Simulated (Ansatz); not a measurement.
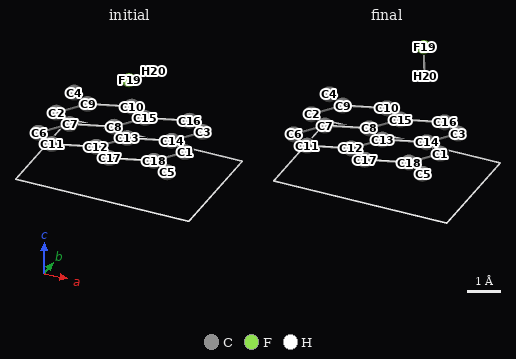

The structure of a slab of composition HC$_{18}$F before (left) and after (right) a relaxation, at one scale.

A ball-and-stick model of the cell of the calculation, outlined in the plane, without the vacuum (origin shifted), seen slightly off an axis.

It is HF on graphene monolayer, set down by a guess. The run prepares an end point of a later path (dissociation) calculation, from a guessed geometry.

All numbers below come from DFT PBE-D3(BJ), scalar-relativistic, plane waves, PAW in Ansatz 0.2.0. Settings: plane-wave cutoff 420 eV; k-point mesh 2 × 2 × 1; occupations gaussian; smearing width 0.02 eV; no spin polarisation; atoms relaxed in a fixed cell; force threshold 0.03 eV/Å; at most 60 steps.

> Describe what moved and what it gained.

The atom that moves furthest relative to the layer's centre is F19 (1.67 Å at 46° to the normal (+c side)). By element the largest moves are F 1.67 Å, H 0.47 Å, C 0.11 Å. The cell stays as it was. Near-neighbour distances that change, for instance: C10–C17 1.424 → 1.436 Å, C10–C15 1.424 → 1.414 Å. Over 21 accepted moves (26 points after the start) the energy falls by 1.677 eV per cell of the calculation. The largest force component goes from 4.8 to 0.014 eV/Å. The line search rejected the trial steps at points 8, 12, 16, 20 of the run. 1 step only repeated the SCF at the same geometry.

Limits of the set-up: the periodic images lie only 7.4 Å apart, so the values are limited by the cell's size.
